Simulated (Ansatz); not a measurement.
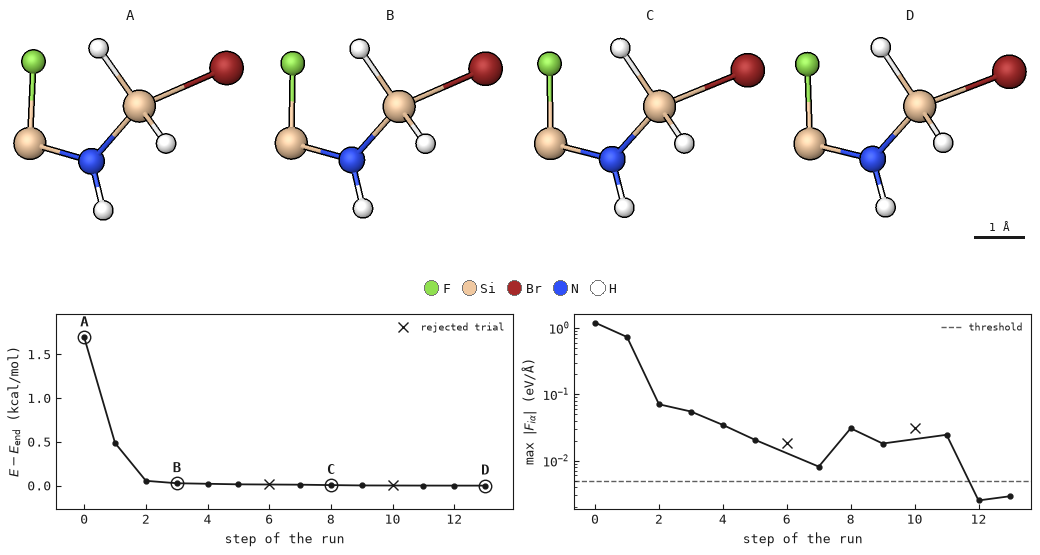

Frames of a relaxation of Si2NH3BrF, marked on the history of the run. A ball-and-stick model, seen from a free direction.

The start comes from PBE-D4/def2-SVP.

Level of theory: Ansatz 0.2.0, RKS PBE0-D4/def2-TZVP. (force threshold 0.005 eV/Å; at most 150 steps)

What happens along the run?

Answer. The F atom moves most after the best rigid fit: 0.14 Å. By element the largest moves are F 0.14 Å, Br 0.12 Å, H 0.10 Å, N 0.05 Å, Si 0.04 Å. Near-neighbour distances that change, for instance: F–Si 1.664 → 1.618 Å, N–Si 1.766 → 1.733 Å, Br–Si 2.247 → 2.224 Å, H–Si 1.499 → 1.480 Å. Among the angles between lasting bonds that change: Si–N–Si 128.8° → 131.4°, Si–N–H 115.8° → 113.8°. Over 11 accepted moves (13 points after the start) the energy falls by 1.69 kcal/mol. Largest force component: 1.2 eV/Å at the start, 0.0029 eV/Å at the end. The line search rejected the trial steps at points 6, 10 of the run. The run took 48 s on 4 threads of Arm Neoverse V2, on a shared host. From step 0 to 3: an H atom moves most (0.04 Å), energy −1.67 kcal/mol. From step 3 to 8: the F atom moves most (0.07 Å), energy −0.02 kcal/mol. From step 8 to 13: the F atom moves most (0.06 Å), energy −0.01 kcal/mol.

```tsv
step	E − E(0), kcal/mol	largest force component, eV/Å	note
0	0.00	1.2023	
1	-1.21	0.7308	
2	-1.64	0.0709	
3	-1.67	0.0551	
4	-1.67	0.0346	
5	-1.68	0.0207	
6	-1.68	0.0185	rejected
7	-1.68	0.0082	
8	-1.69	0.0308	
9	-1.69	0.0182	
10	-1.69	0.0310	rejected
11	-1.69	0.0246	
12	-1.69	0.0025	
13	-1.69	0.0029
```
